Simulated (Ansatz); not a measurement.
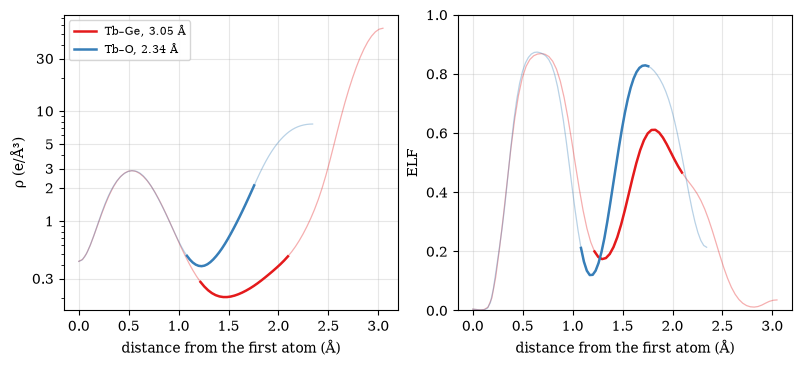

Figure. Tb$_{2}$GeO. Valence charge density (pseudo) and ELF along straight lines between neighbouring atoms. Thin, pale parts lie inside the atomic spheres.

Space group P4/mmm; a generated structure, not necessarily the stable one; computed without spin polarisation; no Hubbard U on the f states and no spin–orbit coupling.

Computed with DFT PBE, scalar-relativistic, plane waves, PAW; 4f electrons in the core of a trivalent norm-conserving potential (Ansatz 0.2.0).

The density is the valence pseudo-density of a pseudopotential calculation; it isn't the true density close to the nuclei.

The calculation's input:

```
crystal:
  lattice:
    - [4.6837987031, 0.0, 0.0]
    - [0.0, 4.6837987031, 0.0]
    - [0.0, 0.0, 3.8964590146]
  atoms:
    - { symbol: Tb, position: [0.5, 0.0, 0.5] }
    - { symbol: Tb, position: [0.0, 0.5, 0.5] }
    - { symbol: Ge, position: [0.5, 0.5, 0.0] }
    - { symbol: O, position: [0.0, 0.0, 0.5] }
basis:
  ecutwfc: 690
kpoints:
  mp_grid: { grid: [8, 8, 10] }
hamiltonian:
  xc: pbe
  pseudopotentials:
    kind: paw
    azcp: { Tb: "pseudopotentials/pbe/nc/lanthanide_3plus/Tb.nc.azcp" }
scf:
  occupations: { method: gaussian, width: 0.1 }
  n_extra_bands: 10
output:
  forces: true
  stress: true
  eigenvalues: true
  populations: true
  dos: { projected: true, de: 0.02, nscf_kmesh: { grid: [10, 10, 12] } }
  bader: false
  write_density: true
  write_potential: true
  elf: true
  volumetric_format: npy
```

Run with:

```sh
ansatz run input.yaml --threads 1 --pin off --max-ram 2816MiB --backend cpu --events-out ev --progress --plain --runs-dir out
```

Below, planes, directions and counts refer to the conventional cell (a = 4.68 Å, b = 4.68 Å, c = 3.90 Å, α = 90.00°, β = 90.00°, γ = 90.00°).

What can be read from the curves?

Tb–Ge (3.05 Å): the density is about 0.21 e/Å³ at the midpoint; the ELF peaks at about 0.60 in the valence shell of Ge, 1.2 Å from its nucleus, and drops to about 0.15 between the two atoms.
Tb–O (2.34 Å): ρ at the midpoint is about 0.4 e/Å³; the ELF peaks at about 0.85 in the valence shell of O, 0.6 Å from its nucleus, and drops to about 0.10 between the two atoms (no localised pair shows between them).
